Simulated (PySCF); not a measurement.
C3H4, SMILES `C=C=C`.

Level of theory: HF/def2-TZVP (PySCF), at a geometry from GFN2-xTB. No frequency check shows the geometry to be a minimum. A basis without diffuse functions makes polarisabilities too small.

Coordinates in Å:

```
C1      -1.2935    0.0001   -0.0001
C2      -0.0000   -0.0003    0.0002
C3       1.2935    0.0001   -0.0001
H4      -1.8608    0.6481    0.6484
H5      -1.8608   -0.6479   -0.6484
H6       1.8608   -0.6485    0.6478
H7       1.8608    0.6487   -0.6479
```

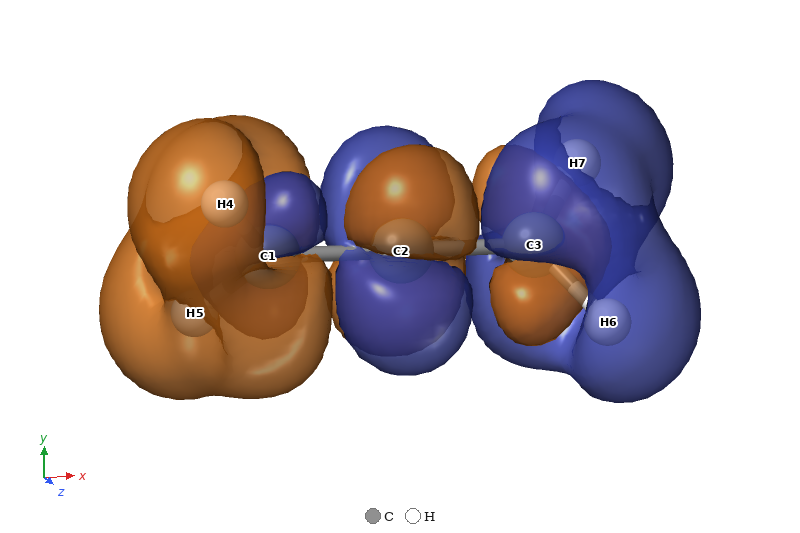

Change of the electron density in a uniform field of 0.51 V/Å, surfaces at ±0.004 e/Å³ (orange: gain, blue: loss).

The field was applied in both directions; the picture shows the one opposite to the script's first.

### Along which Cartesian direction does the field point?

Along +x: electrons gather on the −x side, against the field.

### What dipole is induced, and what polarisability does it imply?

The induced dipole is 1.59 D (along the field); α along this axis, from the fields in both directions, is 63 bohr³ (9.3 Å³).
